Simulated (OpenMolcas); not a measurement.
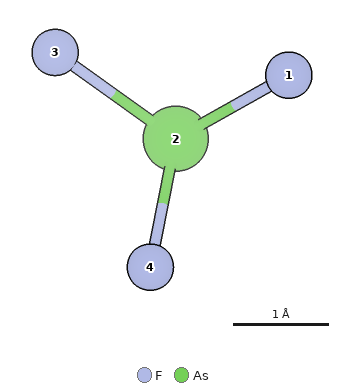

*The structure (ball-and-stick view, seen on its broad side; atoms are numbered from 1 in the order of the input).*

Bond lengths as drawn: As–F 1.72 Å.

AsF$_{3}$: single-point calculation (part 1 of 2)

AsF$_{3}$ (arsenic trifluoride), computed with CASPT2/ANO-RCC-VDZP, DKH2 (OpenMolcas 26.06).

The geometry comes from this level: GFN2-xTB.

**What the program printed**
```
--- Start Module: gateway ---

                                              &GATEWAY

                       available to each process: 1.9 GB of memory, 1 thread

++    Symmetry information:
      ---------------------

                    Character Table for C1

                             E
                    a        1  x, y, xy, Rz, z, xz, Ry, yz, Rx, I
--

++    Basis set information:
      ----------------------

      Basis set label: F.ANO-RCC...3S2P1D.

      Electronic valence basis set:
      ------------------
      Associated Effective Charge   9.000000 au
      Associated Actual Charge      9.000000 au
      Nuclear Model: Point charge

      Shell  nPrim  nBasis  Cartesian Spherical Contaminant
         s      14       3        X
         p       9       2        X
         d       4       1                 X

      Basis set label: AS.ANO-RCC...5S4P2D.

      Electronic valence basis set:
      ------------------
      Associated Effective Charge  33.000000 au
      Associated Actual Charge     33.000000 au
      Nuclear Model: Point charge

      Shell  nPrim  nBasis  Cartesian Spherical Contaminant
         s      20       5        X
         p      17       4        X
         d      11       2                 X

      Basis set label: F.ANO-RCC...3S2P1D.

      Electronic valence basis set:
      ------------------
      Associated Effective Charge   9.000000 au
      Associated Actual Charge      9.000000 au
      Nuclear Model: Point charge

      Shell  nPrim  nBasis  Cartesian Spherical Contaminant
         s      14       3        X
         p       9       2        X
         d       4       1                 X
--

++    Molecular structure info:
      -------------------------

                    ************************************************
                    **** Cartesian Coordinates / bohr, angstrom ****
                    ************************************************

     Center  Label                x              y              z                     x              y              z
        1      F1              -0.798390       0.757346       2.525959             -0.422490       0.400770       1.336680
        2      AS2             -0.932089      -0.922583      -0.253582             -0.493240      -0.488210      -0.134190
        3      F3               2.251590      -1.574747      -0.201747              1.191490      -0.833320      -0.106760
        4      F4              -0.521130       1.739984      -2.070630             -0.275770       0.920760      -1.095730

                    ***************************************
                    *    InterNuclear Distances / bohr    *
                    ***************************************

               1 F1            2 AS2           3 F3            4 F4
    1 F1       0.000000
    2 AS2      3.250521        0.000000
    3 F3       4.709715        3.250202        0.000000
    4 F4       4.708618        3.249587        4.708305        0.000000

                    *******************************************
                    *    InterNuclear Distances / angstrom    *
                    *******************************************

               1 F1            2 AS2           3 F3            4 F4
    1 F1       0.000000
    2 AS2      1.720102        0.000000
    3 F3       2.492274        1.719933        0.000000
    4 F4       2.491693        1.719607        2.491528        0.000000
--

            Nuclear Potential Energy            325.74979071 au

--- Stop Module: gateway /rc=_RC_ALL_IS_WELL_ ---

--- Start Module: seward ---

                                              &SEWARD

                       available to each process: 1.9 GB of memory, 1 thread

               SEWARD will generate:
                  Multipole Moment integrals up to order  2
                  Kinetic Energy integrals
                  Nuclear Attraction integrals (point charge)
                  One-Electron Hamiltonian integrals
                  Velocity integrals
                  Relativistic Douglas-Kroll-Hess integrals:
                    - Parametrization         : EXP
                    - DKH order of Hamiltonian: 2
                    - DKH order of Properties : 0
                         - multipole moment operators
                         - electric potential operators
                         - contact operators
                  Orbital angular momentum around ( -0.3951  -0.3911  -0.1075 )
                  Velocity quadrupole around ( -0.3951  -0.3911  -0.1075 )
                  Atomic mean-field integrals
                  Two-Electron Repulsion integrals

                   Integrals are discarded if absolute value <: 1.00E-14
                   Integral cutoff threshold is set to       <: 1.00E-16

            Nuclear Potential Energy            325.74979071 au

      Basis set specifications :
      Symmetry species         a
      Basis functions           69

--- Stop Module: seward /rc=_RC_ALL_IS_WELL_ ---
--- Module seward spent 11 seconds ---

--- Start Module: rasscf ---

                                              &RASSCF

                       available to each process: 1.9 GB of memory, 1 thread

      Header of the ONEINT file:
      --------------------------

      OrdInt status: non-squared

      Cartesian coordinates in angstrom:
      -----------------------------------------------------
      No.  Label        X            Y            Z
      -----------------------------------------------------
       1   F1        -0.42249000   0.40077000   1.33668000
       2   AS2       -0.49324000  -0.48821000  -0.13419000
       3   F3         1.19149000  -0.83332000  -0.10676000
       4   F4        -0.27577000   0.92076000  -1.09573000
      -----------------------------------------------------
      Nuclear repulsion energy =  325.74979071

++    Wave function specifications:
      -----------------------------

      Number of closed shell electrons          56
      Number of electrons in active shells       4
      Max number of holes in RAS1 space          0
      Max nr of electrons in RAS3 space          0
      Number of inactive orbitals               28
      Number of active orbitals                  4
      Number of secondary orbitals              37
      Spin quantum number                      0.0
      State symmetry                             1
--

++    Orbital specifications:
      -----------------------

      Symmetry species                           1
                                                 a
      Frozen orbitals                            0
      Inactive orbitals                         28
      Active orbitals                            4
      RAS1 orbitals                              0
      RAS2 orbitals                              4
      RAS3 orbitals                              0
      Secondary orbitals                        37
      Deleted orbitals                           0
      Number of basis functions                 69
--

++    CI expansion specifications:
      ----------------------------

      Number of CSFs                            20
      Number of spin combinations               21
      Number of determinants                    36
      Number of root(s) required                 1
      Root chosen for geometry opt.              1
      CI root used                               1

      highest root included in the CI            1
      max. size of the explicit Hamiltonian     20
--

++    Optimization specifications:
      ----------------------------

      RASSCF algorithm: Conventional
      Maximum number of macro iterations       200
      Maximum number of SX iterations          100
      Threshold for RASSCF energy            1.000E-08
      Threshold for max MO rotation          1.000E-01
      Threshold for max BLB element          1.000E-04
      Level shift parameter                  5.000E-01
      Make Quasi-Newton update
--

      The MO-coefficients are taken from the file:
      step2.RasOrb
      Title: RASSCF average (pseudo-natural) orbitals

      Total molecular charge    0.00

      ************************************************************************************************************************
      *                                            Wave function control section                                             *
      ************************************************************************************************************************

                                         RASSCF iterations: Energy and convergence statistics
                                         ----------------------------------------------------

          iter iter root      energy       change     param      element    value   shift minimum  type update hh:mm:ss
 Nr of preliminary CI iterations:   1
      Total energies have been shifted. Add                -2000.00 au
        1   1    5    1  -557.71520350    0.00E+00  -3.28E-05   27  38 1 -4.70E-06   0.00   0.00    SX    NO    0:00:00
        2   1    4    1  -557.71520350   -7.33E-10  -1.49E-05   20  52 1 -2.57E-06   0.00   0.00    SX    NO    0:00:00
        3   1    4    1  -557.71520350   -1.44E-10   1.34E-05   20  52 1  1.39E-06   0.00   0.00    SX    NO    0:00:00
        4   1    4    1  -557.71520350   -8.73E-11  -1.29E-05   20  52 1 -1.15E-06   0.00   0.00    SX    NO    0:00:00
      Convergence after  4 iterations
        5   1    4    1  -557.71520350   -7.59E-11  -1.29E-05   20  52 1  7.86E-07   0.00   0.00    SX    NO    0:00:00

      ************************************************************************************************************************
                                                      Wave function printout:
                       occupation of active orbitals, and spin coupling of open shells (u,d: Spin up or down)
      ************************************************************************************************************************

      Note: transformation to natural orbitals
      has been made, which may change the order of the CSFs.

      printout of CI-coefficients larger than  0.05 for root  1
      energy=   -2557.715203
      conf/sym  1111     Coeff  Weight
             1  2200  -0.98728 0.97473
             6  2020   0.08827 0.00779
             8  2002   0.05917 0.00350
             9  ud20  -0.05695 0.00324
            10  udud  -0.05261 0.00277
            11  ud02   0.05282 0.00279
            14  0202   0.06112 0.00374

      Natural orbitals and occupation numbers for root  1
      sym 1:   1.981003   1.968151   0.027369   0.023476
```
